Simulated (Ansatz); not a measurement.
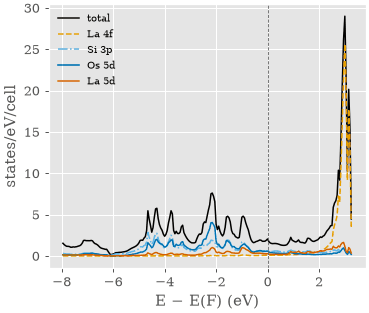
Figure. Total and projected density of states of LaSi$_{3}$Os in space group I4mm (No. 107; La on 2a, Si on 2a, Si on 4b, Os on 2a), r²SCAN (plane waves, PAW; program Ansatz)

Task: Which orbitals carry the states next to the Fermi level?

Result: Within 0.5 eV of the Fermi level: Si 3p 34 %, Os 5d 29 %, La 5d 15 %, Si 3s 7 %, La 4f 5 %, outside the projected shells 5 %. Projections are on Löwdin-orthogonalised atomic valence shells; empty p or d shells of many metals are not among them.

Task: Where is the tallest occupied peak in this window, and what makes it?

Result: Near -2.1 eV, about 7.6 states/eV per cell; the largest projected share is Os 5d.

The first step of the workflow began from a Materials Project structure, measured or hypothetical; the Crystallography Open Database copy checked does not list it. Whether it is the stable phase at ambient conditions was not checked. The cell was relaxed with r²SCAN under the symmetry of its start; its stability against distortions is not shown here. The run is not spin-polarised. Scalar-relativistic: spin–orbit coupling is off unless named, which matters more the heavier the elements.

Potentials: the later of the program's two PAW sets.
